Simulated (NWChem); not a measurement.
# A workflow on the pair BNH3Cl···BHO2

We compute a single-point energy (singlet B2NH4ClO2, TPSS-D3(BJ)/def2-SVP), then a single-point energy (singlet BNH3Cl, TPSS-D3(BJ)/def2-SVP), then a single-point energy (singlet BHO2, TPSS-D3(BJ)/def2-SVP), then the energy (singlet BNH3Cl, TPSS-D3(BJ)/def2-SVP), then the energy (singlet BHO2, TPSS-D3(BJ)/def2-SVP) of B2ClH4NO2 and its partners. 

The calculation is run with NWChem 7.3.0.

### Step 1. The structure to begin with

B2NH4ClO2: 10 atoms, total charge 0, spin state singlet. The two molecules were placed rigidly side by side, at 0.85 times their contact distance; the pair isn't optimised.

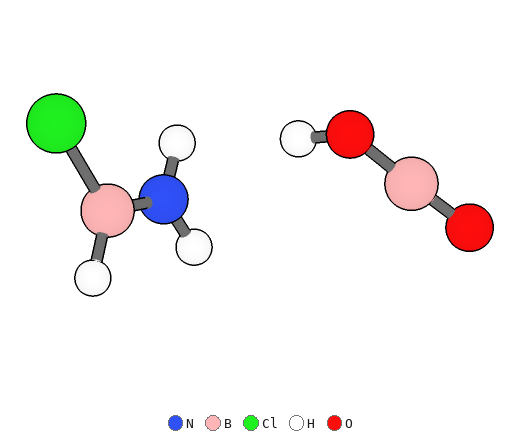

The structure, seen from a chosen angle (nitrogen blue, boron pink, chlorine green, hydrogen white, oxygen red).

### Step 2. The energy at TPSS-D3(BJ)/def2-SVP (run 1)

Input file b2clh4no2.nw:

```
echo
start b2clh4no2
title "B2ClH4NO2 energy"
memory 2200 mb
geometry units angstrom noautosym nocenter noautoz
   N    -0.402650    0.002880   -0.650330
   B     0.362550   -0.148220    0.491370
   Cl    0.522850    1.199980    1.623670
   H    -0.518850   -0.738620   -1.318930
   H    -0.885650    0.855180   -0.880530
   H     0.921750   -1.171220    0.734770
   O     1.126220    0.331930   -5.329190
   B     1.030510    0.925440   -4.278550
   O     0.968840    1.607350   -3.147960
   H     0.305420    1.334430   -2.509800
end
basis "ao basis" spherical bse
   * library def2-SVP
end
dft
   xc xtpss03 ctpss03
   disp vdw 4
   grid fine
   convergence energy 1e-08
   maxiter 100
   mulliken
   print low
end
task dft energy
```

Launch:

```console
$ nwchem b2clh4no2.nw > b2clh4no2.out
```

The program printed:

```text
[...]
 d= 0,ls=0.0,diis     1   -717.2230532938 -9.34D+02  1.97D-02  1.31D+00     2.5
[...]
 d= 0,ls=0.0,diis    12   -717.4019694551 -7.30D-10  1.55D-07  7.90D-10    25.0
         Total DFT energy =     -717.401969455089
      One electron energy =    -1415.036345414108
           Coulomb energy =      543.379836859765
    Exchange-Corr. energy =      -62.089480335171
 Nuclear repulsion energy =      216.351799360840
    Dispersion correction =       -0.007779926416
[...]
      Total Density - Mulliken Population Analysis
     ---------------------------------------------
    Atom       Charge   Shell Charges
 -----------   ------   -------------------------------------------------------
    1 N    7     7.08   1.99  0.98  0.34  2.50  1.27  0.01
    2 B    5     5.01   1.99  0.80  0.11  1.58  0.42  0.11
    3 Cl  17    17.13   2.00  1.98  1.25  0.69  5.93  2.17  3.08  0.02
    4 H    1     0.86   0.73  0.09  0.05
    5 H    1     0.87   0.73  0.09  0.05
    6 H    1     1.01   0.76  0.24  0.01
    7 O    8     8.13   1.99  1.11  0.60  2.82  1.60  0.01
    8 B    5     4.96   1.99  0.74  0.02  1.64  0.40  0.18
    9 O    8     8.13   1.99  1.08  0.53  2.92  1.59  0.01
   10 H    1     0.82   0.68  0.07  0.07
[...]
```

Wall time 26 s (1 thread of Intel Xeon Platinum 8375C at 2.90GHz (Ice Lake), shared host); peak memory 0.13 GiB.

### Step 3. BNH3Cl: a single-point energy at TPSS-D3(BJ)/def2-SVP (run 2)

Input file bclh3n.nw:

```
start bclh3n
title "BClH3N energy"
memory stack 880 mb heap 220 mb global 1100 mb

geometry noautosym nocenter noautoz
 N     -0.402650     0.002880    -0.650330
 B      0.362550    -0.148220     0.491370
 Cl     0.522850     1.199980     1.623670
 H     -0.518850    -0.738620    -1.318930
 H     -0.885650     0.855180    -0.880530
 H      0.921750    -1.171220     0.734770
end

basis "ao basis" spherical bse
 N library def2-SVP
 B library def2-SVP
 Cl library def2-SVP
 H library def2-SVP
end

dft
 xc xtpss03 ctpss03
 disp vdw 4
 grid fine
 convergence energy 1e-08
 maxiter 100
 mulliken
 print low
end

task dft energy
```

Launch:

```console
$ nwchem bclh3n.nw > bclh3n.out
```

The program printed:

```text
[...]
 d= 0,ls=0.0,diis     1   -541.4848953210 -6.27D+02  1.34D-02  3.41D-01     1.2
[...]
 d= 0,ls=0.0,diis     8   -541.5288831470  6.83D-09  7.57D-06  2.78D-07     7.1
         Total DFT energy =     -541.528883146991
      One electron energy =     -914.268797496860
           Coulomb energy =      327.766690307129
    Exchange-Corr. energy =      -40.420714245909
 Nuclear repulsion energy =       85.398159723258
    Dispersion correction =       -0.004221434609
[...]
      Total Density - Mulliken Population Analysis
     ---------------------------------------------
    Atom       Charge   Shell Charges
 -----------   ------   -------------------------------------------------------
    1 N    7     7.05   1.99  0.98  0.33  2.49  1.25  0.01
    2 B    5     5.03   1.99  0.80  0.11  1.58  0.44  0.11
    3 Cl  17    17.14   2.00  1.98  1.25  0.69  5.93  2.17  3.10  0.02
    4 H    1     0.87   0.73  0.10  0.05
    5 H    1     0.87   0.73  0.10  0.05
    6 H    1     1.03   0.76  0.25  0.01
[...]
```

Run time: 7.8 s. Hardware: 1 thread of Intel Xeon Platinum 8375C at 2.90GHz (Ice Lake), shared host; peak memory 0.12 GiB.

### Step 4. BHO2: the energy at TPSS-D3(BJ)/def2-SVP (run 3)

Input file m1.nw:

```
START m1
TITLE "BHO2"
memory 2200 mb

GEOMETRY noautosym nocenter noautoz
 O     1.126220    0.331930   -5.329190
 B     1.030510    0.925440   -4.278550
 O     0.968840    1.607350   -3.147960
 H     0.305420    1.334430   -2.509800
END

BASIS spherical bse
 * library def2-SVP
END

DFT
 xc xtpss03 ctpss03
 disp vdw 4
 grid fine
 convergence energy 1e-08
 iterations 100
 mulliken
 print low
END

TASK dft
```

Launch:

```console
$ nwchem m1.nw > m1.out
```

The program printed:

```text
[...]
 d= 0,ls=0.0,diis     1   -175.7369036029 -2.30D+02  4.14D-02  9.61D-01     0.4
[...]
 d= 0,ls=0.0,diis    11   -175.8709785769 -1.13D-10  2.13D-07  4.85D-10     3.7
         Total DFT energy =     -175.870978576870
      One electron energy =     -347.660779758021
           Coulomb energy =      139.455968226437
    Exchange-Corr. energy =      -21.669987724542
 Nuclear repulsion energy =       54.005558441536
    Dispersion correction =       -0.001737762279
[...]
      Total Density - Mulliken Population Analysis
     ---------------------------------------------
    Atom       Charge   Shell Charges
 -----------   ------   -------------------------------------------------------
    1 O    8     8.14   1.99  1.11  0.60  2.82  1.60  0.01
    2 B    5     4.95   1.99  0.74  0.01  1.63  0.40  0.18
    3 O    8     8.13   1.99  1.08  0.53  2.92  1.59  0.01
    4 H    1     0.79   0.67  0.04  0.07
[...]
```

Run time: 4.5 s. Hardware: 1 thread of Intel Xeon Platinum 8375C at 2.90GHz (Ice Lake), shared host; peak memory 0.12 GiB.

### Step 5. BNH3Cl among ghost functions: the energy at TPSS-D3(BJ)/def2-SVP (with ghost functions) (run 4)

Input file job.nw:

```
start job
title "BClH3N energy"
memory stack 880 mb heap 220 mb global 1100 mb
charge 0

geometry units angstroms noautosym nocenter noautoz
 N     -0.402650     0.002880    -0.650330
 B      0.362550    -0.148220     0.491370
 Cl     0.522850     1.199980     1.623670
 H     -0.518850    -0.738620    -1.318930
 H     -0.885650     0.855180    -0.880530
 H      0.921750    -1.171220     0.734770
 bqO      1.126220     0.331930    -5.329190
 bqB      1.030510     0.925440    -4.278550
 bqO      0.968840     1.607350    -3.147960
 bqH      0.305420     1.334430    -2.509800
end

basis "ao basis" spherical bse
 N library def2-SVP
 B library def2-SVP
 Cl library def2-SVP
 H library def2-SVP
 bqO library O def2-SVP
 bqB library B def2-SVP
 bqH library H def2-SVP
end

dft
 xc xtpss03 ctpss03
 disp vdw 4
 grid fine
 convergence energy 1e-08
 iterations 100
 mulliken
 print low
end

task dft energy
```

Launch:

```console
$ nwchem job.nw > job.out
```

The program printed:

```text
[...]
 d= 0,ls=0.0,diis     1   -541.4862666699 -6.27D+02  7.59D-03  3.41D-01     2.7
[...]
 d= 0,ls=0.0,diis     8   -541.5302833666  5.94D-09  4.36D-06  2.82D-07    20.5
         Total DFT energy =     -541.530283366591
      One electron energy =     -914.228117739050
           Coulomb energy =      327.721072044599
    Exchange-Corr. energy =      -40.417175960788
 Nuclear repulsion energy =       85.398159723258
    Dispersion correction =       -0.004221434609
[...]
      Total Density - Mulliken Population Analysis
     ---------------------------------------------
    Atom       Charge   Shell Charges
 -----------   ------   -------------------------------------------------------
    1 N    7     7.05   1.99  0.98  0.33  2.50  1.24  0.01
    2 B    5     5.03   1.99  0.80  0.11  1.58  0.44  0.11
    3 Cl  17    17.14   2.00  1.98  1.25  0.69  5.93  2.17  3.10  0.02
    4 H    1     0.87   0.73  0.09  0.05
    5 H    1     0.86   0.73  0.09  0.05
    6 H    1     1.03   0.76  0.25  0.01
    7 X    0    -0.00  -0.00  0.00 -0.00 -0.00 -0.00 -0.00
    8 X    0     0.00   0.00 -0.00  0.00 -0.00  0.00  0.00
    9 X    0    -0.00  -0.00  0.00 -0.00  0.00 -0.00 -0.00
   10 X    0     0.03   0.00  0.03 -0.00
[...]
```

It took 21 s on 1 thread of Intel Xeon Platinum 8375C at 2.90GHz (Ice Lake), shared host; peak memory 0.13 GiB.

### Step 6. BHO2 among ghost functions: a single-point energy at TPSS-D3(BJ)/def2-SVP (with ghost functions) (run 5)

Input file mol.nw:

```
start mol
title "BHO2 TPSS"
memory 2200 mb
geometry units bohr noautosym nocenter noautoz
  O   2.12824736  0.62725679 -10.07070957
  B   1.94738167  1.74882814 -8.08528771
  O   1.83084226  3.03745129 -5.94878225
  H   0.57716015  2.52170723 -4.74283463
  bqN     -0.760898     0.005442    -1.228946
  bqB      0.685120    -0.280095     0.928555
  bqCl     0.988043     2.267634     3.068292
  bqH     -0.980484    -1.395790    -2.492416
  bqH     -1.673636     1.616056    -1.663961
  bqH      1.741855    -2.213285     1.388514
end
basis spherical bse
  O library def2-SVP
  B library def2-SVP
  H library def2-SVP
  bqN library N def2-SVP
  bqB library B def2-SVP
  bqCl library Cl def2-SVP
  bqH library H def2-SVP
end
dft
  xc xtpss03 ctpss03
  disp vdw 4
  grid fine
  convergence energy 1e-08
  maxiter 100
  mulliken
  print low
end
task dft energy
```

Launch:

```console
$ nwchem mol.nw > mol.out
```

The program printed:

```text
[...]
 d= 0,ls=0.0,diis     1   -175.7376055831 -2.30D+02  1.81D-02  9.61D-01     3.1
[...]
 d= 0,ls=0.0,diis    11   -175.8717276051 -1.25D-10  9.66D-08  5.26D-10    23.7
         Total DFT energy =     -175.871727605134
      One electron energy =     -347.648365141082
           Coulomb energy =      139.441406484674
    Exchange-Corr. energy =      -21.668585657970
 Nuclear repulsion energy =       54.005554471488
    Dispersion correction =       -0.001737762244
[...]
      Total Density - Mulliken Population Analysis
     ---------------------------------------------
    Atom       Charge   Shell Charges
 -----------   ------   -------------------------------------------------------
    1 O    8     8.13   1.99  1.11  0.60  2.82  1.60  0.01
    2 B    5     4.95   1.99  0.74  0.01  1.63  0.40  0.18
    3 O    8     8.14   1.99  1.08  0.54  2.92  1.60  0.01
    4 H    1     0.77   0.67  0.03  0.07
    5 X    0     0.00   0.00 -0.00 -0.00 -0.00  0.00  0.00
    6 X    0     0.00  -0.00 -0.00  0.00 -0.00  0.00 -0.00
    7 X    0    -0.00  -0.00 -0.00  0.00 -0.00 -0.00  0.00 -0.00 -0.00
    8 X    0     0.00  -0.00  0.00 -0.00
    9 X    0     0.00  -0.00  0.00  0.00
   10 X    0    -0.00   0.00 -0.00 -0.00
[...]
```

Run time: 24 s. Hardware: 1 thread of Intel Xeon Platinum 8375C at 2.90GHz (Ice Lake), shared host; peak memory 0.12 GiB.

### Step 7. What came out

| quantity | value |
| --- | --- |
| run 1, TPSS-D3(BJ)/def2-SVP: total energy | -717.40197 Eh |
| run 1, TPSS-D3(BJ)/def2-SVP: dispersion energy | -20.43 kJ/mol |
| BNH3Cl: total energy | -541.52888 Eh |
| BNH3Cl: dispersion energy | -11.08 kJ/mol |
| BHO2: total energy | -175.87098 Eh |
| BHO2: dispersion energy | -4.56 kJ/mol |
| BNH3Cl among ghost functions: total energy | -541.53028 Eh |
| BNH3Cl among ghost functions: dispersion energy | -11.08 kJ/mol |
| BHO2 among ghost functions: total energy | -175.87173 Eh |
| BHO2 among ghost functions: dispersion energy | -4.56 kJ/mol |
| interaction energy of the rigid parts BNH3Cl and BHO2 (parts in their own basis; closest atoms 2.07 Å apart) | -0.057 eV |
| interaction energy of the rigid parts BNH3Cl and BHO2 (parts in the whole basis, counterpoise; closest atoms 2.07 Å apart) | 0.001 eV |

What this shows: The interaction energy of the rigid parts BNH3Cl and BHO2 (parts in their own basis; closest atoms 2.07 Å apart) is −0.06 eV (−5.5 kJ/mol). Without counterpoise this holds the superposition error of the basis. The interaction energy of the rigid parts BNH3Cl and BHO2 (parts in the whole basis, counterpoise; closest atoms 2.07 Å apart) is 0.00 eV (0.0 kcal/mol). The basis-set superposition error is 5.6 kJ/mol. It is larger than the uncorrected attraction, which is thus an artefact of the basis. Mulliken charges (run 1, TPSS-D3(BJ)/def2-SVP) run from -0.13 on Cl3 to +0.18 on H10; they depend strongly on the basis. Mulliken charges (BNH3Cl) run from -0.14 on Cl3 to +0.13 on H4.
